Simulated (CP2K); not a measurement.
Nitrosoethylene has these distinct C atoms: C1 (bonded to C and 2 H) and C2 (bonded to C, N and H).

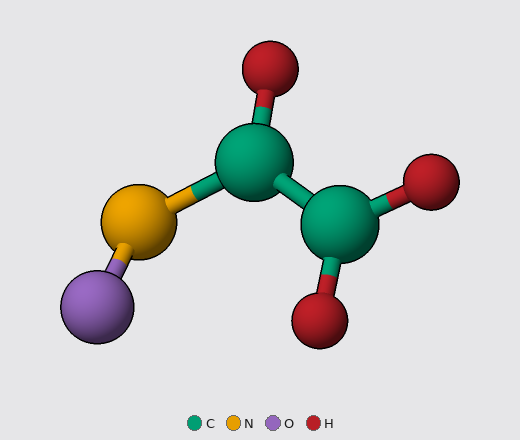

The molecule (carbon teal, nitrogen orange, oxygen purple, hydrogen red).

```xyz
7

C    -0.8689    0.0727   -0.2792
C     0.1732   -0.4712    0.3666
N     1.5295    0.0060    0.1916
O     1.6263    1.2008   -0.0868
H    -0.7201    0.9604   -0.8953
H    -1.8628   -0.3697   -0.2329
H     0.1227   -1.3991    0.9360
```

Their partial C K spectra (CP2K XAS_TDP, all-electron GAPW, PBEh(45%), aug-cc-pVDZ, TDA, GW2X-corrected core level, no relativity) are given in random order, each times the number of alike atoms.

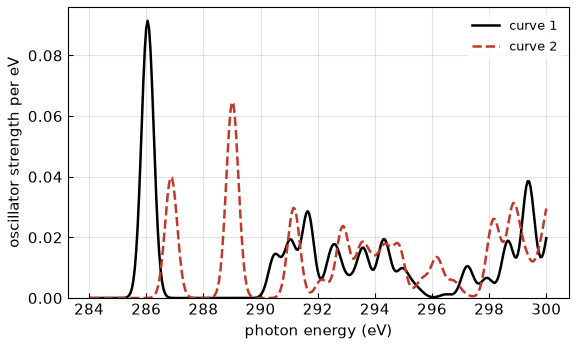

Gaussian full width 0.5 eV, oscillator strength per eV, alike atoms added, rows of zeros left out.

Q: Which curve belongs to which atom?

Curve 1: C1 (bonded to C and 2 H), leading line at 286.05 eV (f = 0.049 an atom), ionisation energy 293.24 eV, term value 7.19 eV. Curve 2: C2 (bonded to C, N and H), leading line at 286.87 eV (f = 0.021 an atom), ionisation energy 293.35 eV, term value 6.48 eV. The leading line of an atom is its first one with 35 % of the strongest within 2.5 eV of its lowest line over the strength cut. A line lies at the core ionisation energy, which rises as an atom loses charge to its neighbours or to a π system, less the term value, which is large for a low π* or σ* orbital with weight on that atom.

[Banner, clock and machine lines of the logs are left out without a mark of their own.]

[Logs are printed without paths, hosts, clocks, repeated set-up lines and the standing remarks that a program may print on its own settings, such as how far it seeks lower states.]

[Hosts, paths, dates, database ids (printed as entryN), source tags and the programs' standing remarks are cut or masked in the printed files.]
